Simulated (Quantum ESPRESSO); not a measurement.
# Dipole at the next field: Y2COF MXene, 1 layer

Method. Quantum ESPRESSO 7.5, PBE, GBRV ultrasoft; sawtooth field along the normal with dipole correction, ions clamped, threshold 1e-9 Ry; cell area 10.891 Å².

| field (V/Å) | dipole (e Å a cell) |
| --- | --- |
| 0 | −0.08894 |
| 0.1 | −0.05544 |
| 0.2 | −0.02171 |

One more run was made and is withheld. What is the dipole at 0.4 V/Å, and what electrostatic thickness 4πα/A follows from the rows?

By hand: The slope is (−0.02171 − (−0.08894))/0.2 = 0.3362 e Å²/V, so 4πα/A = 180.95 × 0.3362/10.891 = 5.58 Å. Linear response gives p = −0.08894 + 0.3362 × (0.4) = 0.04552 e Å; a parabola through the three rows gives 0.04644.

**Check.** p = 0.04589 e Å. The line misses by 0.3 % of the induced dipole and the parabola by 0.4 %. The response is linear over this range.

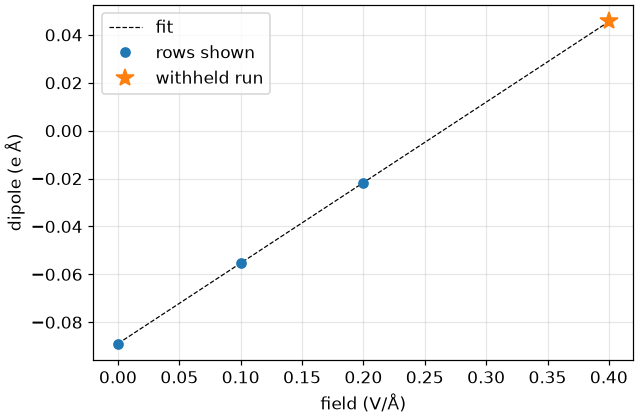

The rows shown, the fit and the withheld run.

**Limits.** Electrons alone respond; local and semilocal functionals tend to overscreen.
